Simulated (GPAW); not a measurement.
Consider BaPbO3 (C2/m).

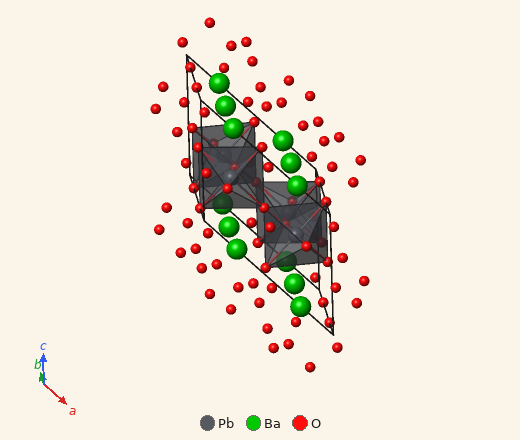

The structure (lead dark grey, barium green, oxygen red). Some periodic images of atoms are drawn too.

```xyz
10
Lattice="4.2655 -4.2404 0.0000 4.2655 4.2404 0.0000 -4.2246 0.0000 4.2772" Properties=species:S:1:pos:R:3 pbc="T T T"
Pb    0.0205   -2.1202    2.1386
Pb    0.0205    2.1202    2.1386
Ba    2.1423    0.0000    0.0180
Ba    2.1642    0.0000    4.2592
O     2.1532   -1.8234    2.1386
O     2.1532    1.8234    2.1386
O    -0.2478    0.0000    1.9145
O     4.5543    0.0000    2.3627
O     4.2655    1.8955    0.0000
O     4.2655   -1.8955    0.0000
```

Absorber: atom 9, with 2 Pb at 2.15 Å (bent, 168°, site symmetry 2). Method: GPAW, LDA, excited-electron core hole (neutral cell), 10-atom cell with 6.0 Å between holes, 5×4×4 k points, dipole transitions, Gaussian full width 0.9 eV up to 4 eV, rising linearly to 3.5 eV at 25 eV, without spin-orbit coupling.

**Question.** What does the O K edge look like?

Main maxima up to 24 eV above the zero (height): 0.5 eV (0.96), 4.2 eV (2.40), 7.6 eV (1.44), 11.8 eV (0.92) and 15.5 eV (0.75). A K edge sees empty p states on the absorber. The total-energy difference is 532.80 eV. One term is added: -8.83 eV, since the hole is spin-paired here and a spin-polarised one costs that much less in the free atom (computed apart). The photon energy is then 523.97 eV. The functional leaves an error in such absolute values: in the free atom LDA prices this hole 4.1 eV below PBE (computed apart), and PBE is itself good to a few eV.

The O K spectrum (energy from the lowest empty level; intensity scaled to a mean of 1 over the first 20 eV; polarised curves are means over the symmetry-equivalent atoms):

| E (eV) | isotropic | ε ∥ x | ε ∥ y | ε ∥ z |
| --- | --- | --- | --- | --- |
| -2.0 | 0.00 | 0.00 | 0.00 | 0.00 |
| -0.5 | 0.11 | 0.01 | 0.02 | 0.29 |
| 1.0 | 0.89 | 0.05 | 0.08 | 2.53 |
| 2.5 | 0.51 | 0.29 | 0.16 | 1.09 |
| 4.0 | 2.34 | 2.58 | 2.97 | 1.47 |
| 5.5 | 1.45 | 1.57 | 1.43 | 1.35 |
| 7.0 | 1.36 | 0.93 | 0.85 | 2.30 |
| 8.5 | 1.36 | 1.13 | 1.07 | 1.88 |
| 10.0 | 0.88 | 0.82 | 0.95 | 0.87 |
| 11.5 | 0.90 | 1.25 | 1.25 | 0.20 |
| 13.0 | 0.71 | 0.94 | 0.87 | 0.31 |
| 14.5 | 0.68 | 0.94 | 0.77 | 0.33 |
| 16.0 | 0.73 | 0.96 | 0.90 | 0.32 |
| 17.5 | 0.61 | 0.72 | 0.79 | 0.32 |
| 19.0 | 0.60 | 0.63 | 0.75 | 0.43 |
| 20.5 | 0.70 | 0.71 | 0.80 | 0.58 |
| 22.0 | 0.81 | 0.83 | 0.85 | 0.76 |
| 23.5 | 0.94 | 0.95 | 0.91 | 0.95 |
| 25.0 | 1.08 | 1.06 | 1.01 | 1.18 |
| 26.5 | 1.29 | 1.18 | 1.11 | 1.58 |
| 28.0 | 1.36 | 1.08 | 1.04 | 1.96 |
| 29.5 | 1.20 | 0.81 | 0.85 | 1.95 |
| 31.0 | 0.99 | 0.68 | 0.73 | 1.57 |

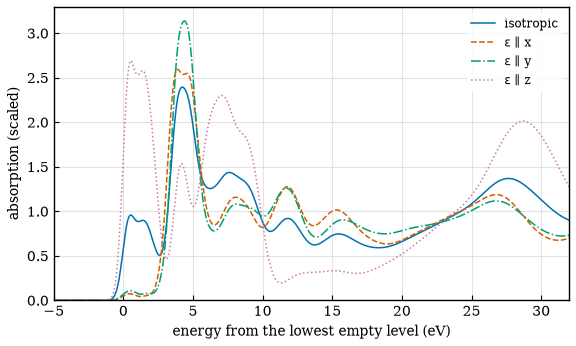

The O K edge.

The unit cell's mesh shows no gap over 0.35 eV. That is right for a metallic compound; for a small-gap or correlated insulator it would be the fault of the functional or of the assumed magnetic order, and the hole would be screened too well. The crystal has 3 inequivalent O sites and not all are shown here, while a measurement adds them all. The holes are only 6.0 Å apart, so the shape is probably not converged with cell size; no larger cell was run here. The mesh is coarse (0.32 Å⁻¹ between points), so small maxima may be mesh ripples. The structure is a published determination, not relaxed.

[Banner, clock and machine lines of the logs are left out without a mark of their own.]

[Logs are printed without paths, hosts, clocks, repeated set-up lines and the standing remarks that a program may print on its own settings, such as how far it seeks lower states.]

[Hosts, paths, dates, database ids (printed as entryN), source tags and the programs' standing remarks are cut or masked in the printed files.]

[Lists of maxima count a maximum above −3 eV only where it reaches 4 % of the highest in the window and stands out from its surroundings by 2 % of it (1.5 % where it reaches 55 %); shoulders and weaker maxima are passed over, and of the rest the first, up to two pre-edge ones and the few strongest are named.]
